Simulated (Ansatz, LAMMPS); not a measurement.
# Structural relaxation of amorphous 46SiO2-54Al2O3 (mol %) (114 atoms), part 3 of 4

Aim: bring amorphous 46SiO2-54Al2O3 (mol %) (114 atoms) to a nearby minimum of the energy and see what moves.

Ansatz 0.2.0; Kohn-Sham DFT, PBE, PAW (set soft_2), plane waves.

The cell: 13 Si, 30 Al and 71 O. The quench rate of 50 K/ps is many orders above laboratory rates. The network of bonds at the start is that of the classical potential that made the cell. Only the Γ point is sampled in the main run, in a cell whose shortest periodic width is 11 Å.

So far. Step 4 (Cell and atoms relaxed): The relaxation changed the energy by -28.4 meV/atom, and atoms moved by 0.12 Å r.m.s., 0.33 Å at most.

**6. Single point at the relaxed geometry**

The electronic structure is read at the final geometry, in a run of its own.

input.yaml

```yaml
crystal:
  lattice:
    - [11.2503, -0.09946, 0.0623]
    - [-0.09946, 11.47174, -0.06244]
    - [0.0623, -0.06244, 11.05092]
  atoms:
    - { symbol: Si, position: [0.76527, 0.57755, 0.29495] }
    - { symbol: Si, position: [0.64276, 0.15791, 0.46792] }
    - { symbol: Si, position: [0.06581, 0.17567, 0.80571] }
    - { symbol: Si, position: [0.78976, 0.9781, 0.08298] }
    - { symbol: Si, position: [0.49163, 0.50099, 0.27071] }
    - { symbol: Si, position: [0.67805, 0.66175, 0.88295] }
    - { symbol: Si, position: [0.13095, 0.921, 0.90006] }
    - { symbol: Si, position: [0.92869, 0.52344, 0.61035] }
    - { symbol: Si, position: [0.39543, 0.41858, 0.52753] }
    - { symbol: Si, position: [0.0766, 0.32743, 0.04371] }
    - { symbol: Si, position: [0.8635, 0.82233, 0.31529] }
    - { symbol: Si, position: [0.66296, 0.26208, 0.84697] }
    - { symbol: Si, position: [0.70487, 0.22469, 0.10793] }
    - { symbol: Al, position: [0.29431, 0.78585, 0.70866] }
    - { symbol: Al, position: [0.68244, 0.40646, 0.60703] }
    - { symbol: Al, position: [0.49725, 0.85623, 0.54311] }
    - { symbol: Al, position: [0.14886, 0.97334, 0.39563] }
    - { symbol: Al, position: [0.2935, 0.9324, 0.12525] }
    - { symbol: Al, position: [0.18476, 0.60261, 0.52766] }
    - { symbol: Al, position: [0.81179, 0.15023, 0.69924] }
    - { symbol: Al, position: [0.79687, 0.87723, 0.58326] }
    - { symbol: Al, position: [0.31344, 0.55978, 0.84886] }
    - { symbol: Al, position: [0.39446, 0.72656, 0.37516] }
    - { symbol: Al, position: [0.42933, 0.13885, 0.08281] }
    - { symbol: Al, position: [0.85791, 0.51751, 0.02832] }
    - { symbol: Al, position: [0.40257, 0.03326, 0.36205] }
    - { symbol: Al, position: [0.87283, 0.87695, 0.83567] }
    - { symbol: Al, position: [0.44743, 0.67956, 0.08015] }
    - { symbol: Al, position: [0.64372, 0.9985, 0.73018] }
    - { symbol: Al, position: [0.01441, 0.25746, 0.54907] }
    - { symbol: Al, position: [0.52989, 0.89027, 0.98833] }
    - { symbol: Al, position: [0.03481, 0.76861, 0.57205] }
    - { symbol: Al, position: [0.79739, 0.33687, 0.34957] }
    - { symbol: Al, position: [0.37864, 0.26333, 0.84311] }
    - { symbol: Al, position: [0.50468, 0.61643, 0.6524] }
    - { symbol: Al, position: [0.14466, 0.74746, 0.27857] }
    - { symbol: Al, position: [0.13304, 0.58369, 0.04158] }
    - { symbol: Al, position: [0.38304, 0.99419, 0.81319] }
    - { symbol: Al, position: [0.06578, 0.21493, 0.30767] }
    - { symbol: Al, position: [0.34842, 0.41213, 0.03352] }
    - { symbol: Al, position: [0.24798, 0.18952, 0.55212] }
    - { symbol: Al, position: [0.02691, 0.66027, 0.84992] }
    - { symbol: Al, position: [0.88579, 0.08171, 0.41013] }
    - { symbol: O, position: [0.77341, 0.76599, 0.86386] }
    - { symbol: O, position: [0.65236, 0.94029, 0.06356] }
    - { symbol: O, position: [0.40145, 0.01428, 0.98411] }
    - { symbol: O, position: [0.99661, 0.77129, 0.31512] }
    - { symbol: O, position: [0.09538, 0.03924, 0.83302] }
    - { symbol: O, position: [0.68993, 0.12211, 0.82529] }
    - { symbol: O, position: [0.87807, 0.95842, 0.96878] }
    - { symbol: O, position: [0.73863, 0.11038, 0.37177] }
    - { symbol: O, position: [0.03356, 0.06246, 0.33902] }
    - { symbol: O, position: [0.77035, 0.71481, 0.35084] }
    - { symbol: O, position: [0.18619, 0.66928, 0.15483] }
    - { symbol: O, position: [0.68168, 0.30443, 0.47553] }
    - { symbol: O, position: [0.47408, 0.70014, 0.51751] }
    - { symbol: O, position: [0.45482, 0.42859, 0.15299] }
    - { symbol: O, position: [0.38767, 0.89698, 0.64857] }
    - { symbol: O, position: [0.63857, 0.88277, 0.59949] }
    - { symbol: O, position: [0.36923, 0.28604, 0.56177] }
    - { symbol: O, position: [0.79993, 0.11775, 0.117] }
    - { symbol: O, position: [0.44208, 0.88018, 0.39241] }
    - { symbol: O, position: [0.57033, 0.72032, 0.97926] }
    - { symbol: O, position: [0.32512, 0.40902, 0.85105] }
    - { symbol: O, position: [0.11487, 0.25817, 0.91698] }
    - { symbol: O, position: [0.53327, 0.93321, 0.82627] }
    - { symbol: O, position: [0.27201, 0.06266, 0.45366] }
    - { symbol: O, position: [0.90682, 0.13816, 0.56341] }
    - { symbol: O, position: [0.3584, 0.25492, 0.00941] }
    - { symbol: O, position: [0.37827, 0.65832, 0.74394] }
    - { symbol: O, position: [0.98109, 0.39544, 0.59157] }
    - { symbol: O, position: [0.41651, 0.44799, 0.38499] }
    - { symbol: O, position: [0.21884, 0.88853, 0.27394] }
    - { symbol: O, position: [0.16159, 0.92958, 0.04021] }
    - { symbol: O, position: [0.44646, 0.6431, 0.2448] }
    - { symbol: O, position: [0.62547, 0.52881, 0.31327] }
    - { symbol: O, position: [0.34567, 0.13269, 0.76351] }
    - { symbol: O, position: [0.24096, 0.6831, 0.39832] }
    [... 30 atom lines left out ...]
    - { symbol: O, position: [0.17177, 0.71616, 0.64248] }
    - { symbol: O, position: [0.8488, 0.91781, 0.43507] }
    - { symbol: O, position: [0.14268, 0.25288, 0.4456] }
    - { symbol: O, position: [0.09809, 0.89125, 0.51223] }
    - { symbol: O, position: [0.83685, 0.90184, 0.20027] }
    - { symbol: O, position: [0.61445, 0.6349, 0.75391] }
kpoints:
  mp_grid: { grid: [1, 1, 1] }
hamiltonian:
  xc: pbe
scf:
  occupations: { method: fermi_dirac, width: 0.025 }
output:
  forces: true
  stress: true
  populations: true
  dos:
    method: { smearing: { sigma: 0.08 } }
    de: 0.05
    projected: { site_lists: { Al: [Al], O: [O], Si: [Si] } }
  eigenvalues: true
  write_density: true
  write_potential: true
  volumetric_format: npy
```

Started as:

```console
$ ansatz run input.yaml --threads 4 --pin off --max-ram 8192MiB --backend cpu --events-out ev --progress --plain --runs-dir out
```

Numbers of over 12 decimals in the logs are rounded to 6 here.

The log of the run:

```text
[...]
Crystal: 114 atoms, lattice volume = 1426.041 Å³
Basis set: ecut = 420 eV, 27887 PW (Γ), exchange–correlation on 160×160×150 points (8 copies of the dense FFT grid, shifted against one another)
Bands: 398, of which v1, the nominal top of the filled ones, is band 284 counted from 1 (283 counted from 0)
Symmetry: 1 space group operations
[...]
k-points: 1
[...]
SCF iter   1: F=—  HF=-64819.077233 eV  |F-HF|=—  |Δ(HF+E_count)|=         —  Δρ=2.25e-3  dr2=1.42e-1  ethr=1.77e-3  ⟨swp⟩=6.0  Hψ=1783  notcnv=0  defer=54
[...]
SCF iter   9: F=-64819.057057 eV  HF=-64819.057057 eV  |F-HF|=1.86e-9  |Δ(HF+E_count)|=   5.49e-8  Δρ=2.73e-6  dr2=8.91e-8  ethr=1.76e-11  ⟨swp⟩=19.0  Hψ=3650  notcnv=0
SCF 1 converged in 9 iterations: F = -64819.057057 eV  dr2 = 8.91e-8
[...]
SCF converged after 9 iterations
Free energy (F): -64819.057057 eV
[...]
Internal energy: -64819.057057 eV  (E = F + TS)
E sigma→0 (E₀):  -64819.057057 eV
Fermi energy:    5.570554 eV
[...]
--- Forces (eV/Å), atoms counted from 1 ---
  atom   1  Si     0.00565805     0.00271934     0.01267214
  atom   2  Si    -0.00756698    -0.00759321    -0.00667782
  atom   3  Si     0.00948945    -0.00176651     0.00420491
  atom   4  Si    -0.00376829     0.00351345     0.00549983
  atom   5  Si    -0.00211436     0.00063445    -0.00621632
  atom   6  Si    -0.00690155     0.00125540     0.00205445
  atom   7  Si     0.00147855     0.00598248    -0.00272532
  atom   8  Si    -0.00338323     0.00130935    -0.00417044
  atom   9  Si     0.00070611     0.00317133     0.00003218
  atom  10  Si     0.00038653    -0.00073832    -0.00405116
  atom  11  Si     0.00277078    -0.00691056     0.00045928
  atom  12  Si    -0.00358478    -0.00249388     0.00472792
  atom  13  Si    -0.00366503    -0.00977737    -0.00834571
  atom  14  Al     0.00438090     0.00365760     0.00133083
[...]
atom 113  O     -0.00088818     0.00062468     0.00252187
  atom 114  O      0.00338608     0.00026906     0.00025865
  max |Σ_I F_I| component: 2.08e-4 eV/Å
--- Stress (GPa, compression-positive) ---
       -0.003909      -0.006095       0.018312
       -0.006074       0.010037      -0.015349
        0.018309      -0.015341      -0.023788
  P = ⅓ Tr σ = -0.0059 GPa (-0.059 kbar)
--- Band table (eV) ---
[...]
--- Löwdin populations: 114 sites ---
  site symbol       q [e]
     0     Si      2.2625
     1     Si      2.2747
     2     Si      2.2339
[...]
113      O      6.8266
  spilling = 0.010298 (of n_electrons = 568.000000)
```

The job ended after 21 s (4 threads of Arm Neoverse V2, shared host; peak memory 1.9 GiB; 80 s of CPU time).

The run gave:

```yaml
free_energy: -64819.0571 eV
free_energy_per_atom: -568.5882 eV/atom
scf_cycles: 9
pressure: -0.005886 GPa
r_m_s_force_component: 0.00336 eV/Å
longest_force: 0.0147 eV/Å
fermi_energy: 5.571 eV
spacing_of_highest_filled_and_lowest_empty_level: 3.403 eV
spilling_of_the_projection: 0.0103
```

Löwdin charges by element and coordination (they lack the spilled electrons, 0.051 e an atom on average):

```
element  coordination  atoms  mean charge (e)  spread   least    most
     Al           all     30             1.38  0.0277    1.32    1.42
     Al             4     21             1.39  0.0211    1.34    1.42
     Al             5      8             1.35   0.018    1.32    1.39
     Al             6      1             1.32       0    1.32    1.32
      O           all     71           -0.820  0.0287  -0.883  -0.756
      O             2     34           -0.814  0.0291  -0.883  -0.756
      O             3     34           -0.826  0.0282  -0.865  -0.783
      O             4      3           -0.827  0.0107  -0.841  -0.815
     Si           all     13             1.75  0.0109    1.73    1.77
```

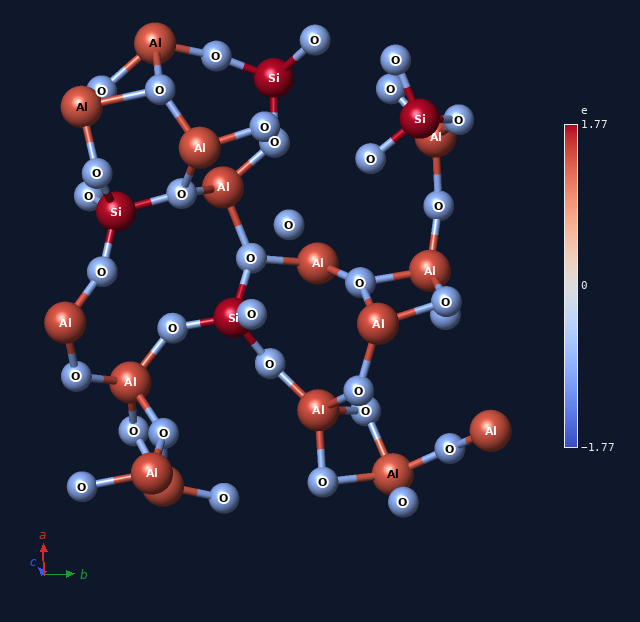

Atoms coloured by Löwdin charge. Drawn is a slice 4 Å thick, seen along the normal of the ab plane. Bonds to atoms that aren't drawn are left out.

Density of states as counts of states in windows of 1 eV (from the Fermi level), total and the larger projections:

```
from (eV)  to (eV)  total   O p  Al p
      -14      -11    0.0   0.0   0.0
      -11      -10    6.0   4.0   0.1
      -10       -9   13.3   9.2   0.4
       -9       -8   31.1  23.2   1.4
       -8       -7   40.9  31.5   2.8
       -7       -6   59.3  47.6   5.4
       -6       -5   60.7  51.8   4.6
       -5       -4   74.9  68.0   2.9
       -4       -3   76.0  71.4   1.5
       -3       -2   58.2  55.7   0.8
       -2       -1    5.6   5.4   0.0
       -1        1    0.0   0.0   0.0
        1        2    2.0   0.1   0.1
        2        3    0.0   0.0   0.0
        3        4   12.0   1.5   3.5
        4        5   19.4   2.5   8.0
```

Between -22 and -14 eV lie 142 more states.

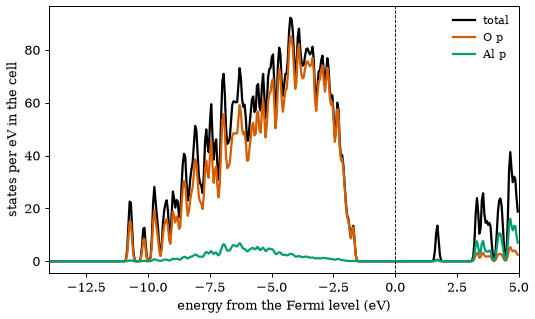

Total and projected density of states, with the broadening of the input.

The levels nearest the highest filled one (over half full), pooled over k-points and spins:

```
level less the highest filled one (eV)  occupation
                                -0.450           2
                                -0.432           2
                                -0.367           2
                                -0.296           2
                                -0.175           2
                                     0           2
                                  3.40           0
                                  4.98           0
                                  5.04           0
                                  5.23           0
                                  5.26           0
                                  5.40           0
```

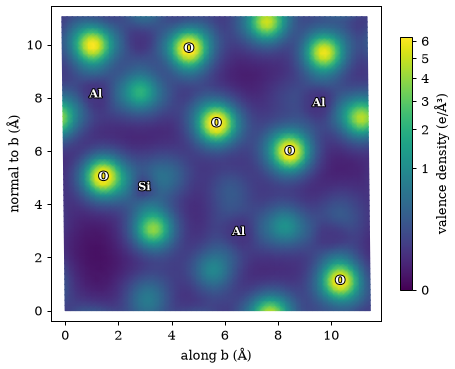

Valence density in the bc plane at fractional x = 0.378, with atoms of Si and Al and O within 0.2 Å of it. It is the smooth field of the valence electrons, not physical close to the nuclei. The map starts off the cell's origin, so that atoms lie inside it. The colour scale is stretched toward low values.

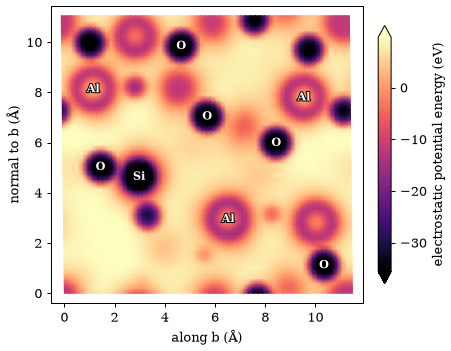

Electrostatic potential energy in the bc plane at fractional x = 0.378, with atoms of Si and Al and O within 0.2 Å of it. With pseudopotentials it is smooth inside the atoms' cores, unlike the true potential. The map starts off the cell's origin, so that atoms lie inside it.

Mean Löwdin charges: Al +1.38, O -0.82, Si +1.75 e (they miss 1.0 % of the electrons, so they add up to more than the cell's charge).

The surroundings of Al20, which has 6 bonded neighbours where the commonest count for Al is 4, nearest first, numbered as they follow in the input and with coordinates relative to it.

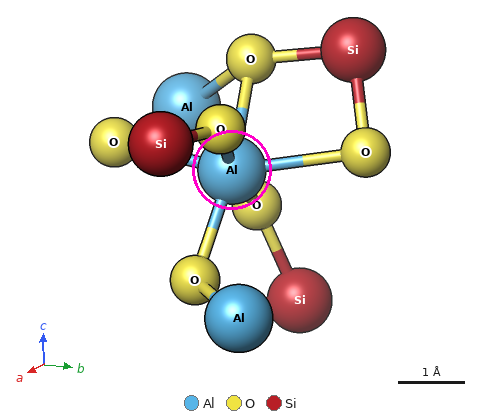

The atoms of the table, within 3.2 Å (arrows a, b, c point along x, y, z); some may hide others; the central atom is ringed.

```
atom      x      y      z  distance (Å)  bonds  Löwdin charge (e)
Al20   0.00   0.00   0.00          0.00      6               1.32
O108   1.30   0.50   1.04          1.74      2              -0.81
 O68   1.06  -0.14  -1.49          1.84      3              -0.85
 O49  -1.36  -0.32   1.39          1.97      3              -0.80
O100  -1.65  -0.44  -1.04          2.00      3              -0.79
 O83  -0.03  -2.03   0.23          2.05      4              -0.81
 O91  -0.89   1.86   0.24          2.08      3              -0.79
Al29  -1.87  -1.73   0.34          2.57      5               1.35
Si12  -1.68   1.29   1.62          2.66      4               1.74
Al30   2.26   1.22  -1.65          3.05      5               1.35
 Si3   2.86   0.26   1.19          3.11      4               1.77
 Si2  -1.92   0.12  -2.57          3.21      4               1.73
```

The column of bonds counts only the pairs O-Al within 2.49 Å, O-Si within 2.12 Å; other neighbours, such as metal atoms beside each other in a compound, aren't counted, and periodic images can show an atom twice.

**7. K-mesh 2×2×2**

Large cells are often run on few k-points; this run checks whether the reference had enough.

input.yaml, as its differences from that of step 6:

```diff
@@ -8,3 +8,3 @@
 kpoints:
-  mp_grid: { grid: [1, 1, 1] }
+  mp_grid: { grid: [2, 2, 2] }
 hamiltonian:
@@ -22,4 +22 @@
   eigenvalues: true
-  write_density: true
-  write_potential: true
-  volumetric_format: npy
```

The log of the run:

```text
[...]
Crystal: 114 atoms, lattice volume = 1426.041 Å³
Basis set: ecut = 420 eV, 27887 PW (Γ), exchange–correlation on 160×160×150 points (8 copies of the dense FFT grid, shifted against one another)
Bands: 398, of which v1, the nominal top of the filled ones, is band 284 counted from 1 (283 counted from 0)
Symmetry: 1 space group operations
[...]
k-points: 8
[...]
SCF iter   1: F=—  HF=-64819.180980 eV  |F-HF|=—  |Δ(HF+E_count)|=         —  Δρ=2.23e-3  dr2=1.40e-1  ethr=1.77e-3  ⟨swp⟩=6.0  Hψ=14241  notcnv=0  defer=432
[...]
SCF iter   8: F=—  HF=-64819.161448 eV  |F-HF|=—  |Δ(HF+E_count)|=   2.36e-6  Δρ=9.04e-6  dr2=9.26e-7  ethr=6.15e-10  ⟨swp⟩=2.0  Hψ=4589  notcnv=0  defer=867
SCF iter   9: F=-64819.161448 eV  HF=-64819.161448 eV  |F-HF|=1.09e-10  |Δ(HF+E_count)|=   5.62e-8  Δρ=2.80e-6  dr2=9.35e-8  ethr=1.76e-11  ⟨swp⟩=14.9  Hψ=20194  notcnv=0
SCF 1 converged in 9 iterations: F = -64819.161448 eV  dr2 = 9.35e-8
[...]
SCF converged after 9 iterations
Free energy (F): -64819.161448 eV
[...]
Internal energy: -64819.161448 eV  (E = F + TS)
E sigma→0 (E₀):  -64819.161448 eV
Fermi energy:    5.598763 eV
[...]
Σ components = -64819.161448   (vs F -64819.161448, Δ=0.00e0)
--- Forces (eV/Å), atoms counted from 1 ---
  atom   1  Si     0.00284112     0.00419436     0.01530493
  atom   2  Si    -0.01076591    -0.00463494    -0.00600283
  atom   3  Si     0.00807151    -0.00389844     0.00803087
  atom   4  Si    -0.00532824     0.00504803     0.00712079
[...]
atom 114  O      0.00164185     0.00091998    -0.00058390
  max |Σ_I F_I| component: 2.16e-4 eV/Å
--- Stress (GPa, compression-positive) ---
        0.002822      -0.008160       0.019615
       -0.008139       0.032796      -0.013544
        0.019613      -0.013536      -0.025978
  P = ⅓ Tr σ = 0.0032 GPa (0.032 kbar)
--- Band table (eV; the first three rows and the last of 8) ---
[...]
--- Löwdin populations: 114 sites ---
  site symbol       q [e]
     0     Si      2.2628
     1     Si      2.2749
     2     Si      2.2341
[...]
113      O      6.8266
  spilling = 0.010293 (of n_electrons = 568.000000)
```

Run time: 3.3 min. Hardware: 4 threads; peak memory 6.1 GiB.

The program notes that it cut back its work space to fit the memory limit.

Geometry and reference: those of the single point at the relaxed geometry.

Forces differ from those of the single point at the relaxed geometry by 3.4 meV/Å r.m.s.; the energy by -0.92 meV/atom and the gap by -0.015 eV. It took 3.3 min and 9 cycles; the reference's time can't be set against it, since the two runs asked for unlike analyses.

(Part 3 of 4 ends here.)

[Logs are printed without paths, hosts, clocks, repeated set-up lines and the standing remarks that a program may print on its own settings, such as how far it seeks lower states.]

[Hosts, paths, dates, database ids (printed as entryN), source tags and the programs' standing remarks are cut or masked in the printed files.]
